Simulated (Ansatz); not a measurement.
GeS (Pnma, No. 62) was calculated with PBEsol (Ansatz, an electronic-structure program, plane waves, PAW).

Numerical settings: plane-wave cutoff 520 eV, 16×14×6 k mesh (along the axes of the cell as run), Fermi–Dirac smearing 0.05 eV, scalar-relativistic PAW data made under PBE.

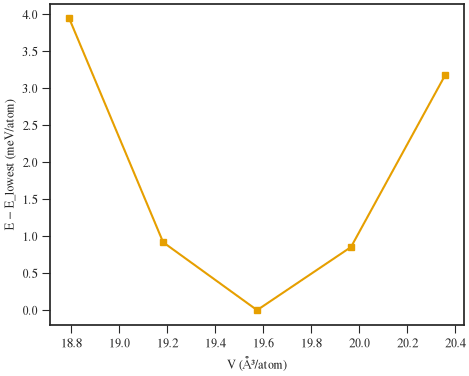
*Total energy against volume*

From the curve, estimate the equilibrium volume and the bulk modulus.

V0 ≈ 19.6 Å³/atom and B0 ≈ 36 GPa; the fit gives V0 = 19.570 Å³/atom, B0 = 36.2 GPa, B′ = 8.1.

Shape and atoms are relaxed at each volume.

Note: the cell comes from a level without a dispersion term, which matters for the spacing of layers, chains or molecules; the bulk modulus comes from volumes at which shape and atoms were relaxed.

The computed numbers hold no vibrational or temperature effects.
